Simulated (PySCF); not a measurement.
The calculation's input:

```
{"job": {"kind": "nmr", "xc": "PBE0", "basis": "pcSseg-1"}, "charge": 0, "multiplicity": 1}
C      2.912132    -0.759572     0.194306
C      1.592903    -0.799103     0.161641
C      0.698941     0.339597     0.531371
C     -0.499148    -0.168457     1.347965
O     -1.344257    -1.022825     0.608273
C     -2.287928    -0.382899    -0.209087
C     -1.705842     0.438294    -1.345322
O     -2.339260     0.651859    -2.352779
Si     0.038950     1.199789    -1.051982
H      3.444377     0.122946     0.511101
H      3.516278    -1.602836    -0.092909
H      1.075274    -1.693339    -0.158252
H      1.259277     1.050756     1.143568
H     -1.072932     0.681250     1.747074
H     -0.146767    -0.774517     2.189151
H     -2.914732     0.307602     0.383864
H     -2.933237    -1.171476    -0.606638
H      0.885106     0.965837    -2.216516
H     -0.188939     2.626345    -0.792292
```

Launched as:

```sh
OMP_NUM_THREADS=1 python probes_run.py task.json out
```

Geometry: GFN2-xTB.

Method: PBE0/pcSseg-1, SCF density, gas phase, non-relativistic (PySCF).

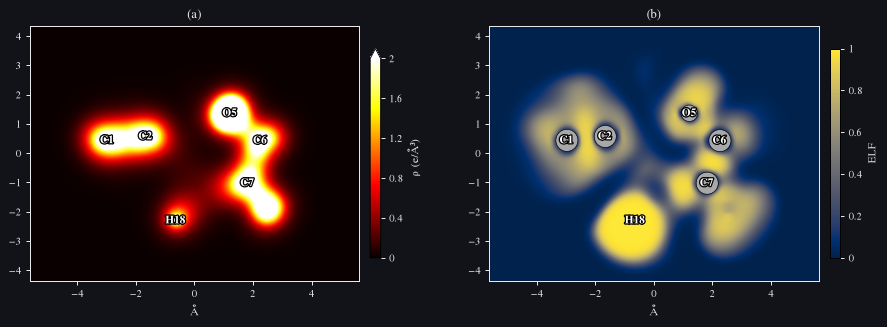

C6H10O2Si. (a) total electron density; (b) electron localisation function on the plane of atoms O5, C6 and C7. Grey discs cover the atomic cores in the ELF map.

### What do the fields say about this system?

The plane passes through C, O and H nuclei.
C–C (1.32 Å): the density is about 2.3 e/Å³ at the midpoint; the ELF peaks at about 0.95 between the atoms (a short, multiple covalent bond).
C–C (1.52 Å): ρ at the midpoint is about 1.7 e/Å³; the ELF peaks at about 0.95 between the atoms: localised, covalent bonding.
The ELF also peaks beside O8 and O5, away from the bonds: lone-pair regions.
